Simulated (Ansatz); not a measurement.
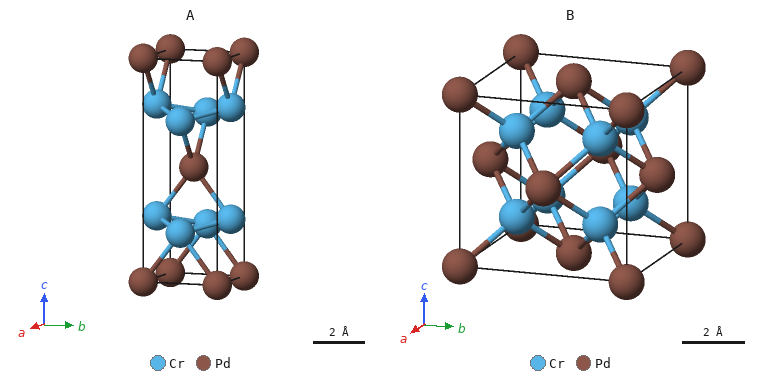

Two structures of Cr₂Pd, each relaxed to rest (conventional cells in solid outline, small ones repeated, not to one scale). Method: DFT PBE, scalar-relativistic, plane waves, PAW in Ansatz 0.2.0, without spin polarisation (spin-restricted runs, not always the ground states).

Question: Which structures are these?

Answer: A: 6 atoms a cell on a primitive tetragonal lattice, P4_2/nmc. B: antifluorite, Fm-3m.

Question: Which form lies lower?

Answer: A is lower, by 537 meV/atom at this level of theory (energies at zero smearing). Volumes: A 14.5, B 15.8 Å³/atom.

One or both may be structure types tried for this composition rather than known phases.
